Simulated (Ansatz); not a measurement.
# Profile along the Rh–Rh line in Rh (fcc, Cu type)

Rh (fcc, Cu type)

Space group Fm-3m (No. 225); a = b = c = 3.830 Å, α = β = γ = 90.00°

```json
[
 {"atom": "Rh", "site": "4a", "symmetry": "m-3m", "x": "0.0000", "y": "0.0000", "z": "0.0000"}
]
```
(The calculation used a cell of 1 atom; values per cell refer to that cell.)

Fields along a shortest Rh–Rh line of a {111} plane (2.71 Å), from Rh to Rh, interpolated on the slice's grid (step about 0.2 Å). Level of theory: PBE (plane waves to 420 eV, PAW, scalar-relativistic; Ansatz, a quantum-chemistry and plane-wave program). k mesh 21×21×21. Inside the PAW spheres the values are not all-electron values, and peaks at nuclei hang on which shells count as valence. Rh is run without spin polarisation. Rh was relaxed with its symmetry unable to fall. The PAW data are Ansatz's earlier set.

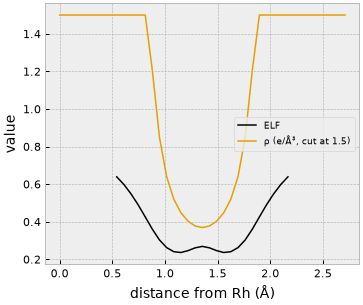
Figure. ELF (away from the nuclei) and valence density from Rh to Rh.

Density on the Rh–Rh line (2.71 Å) at its midpoint: 0.37 e/Å³. ELF at that point: 0.27.
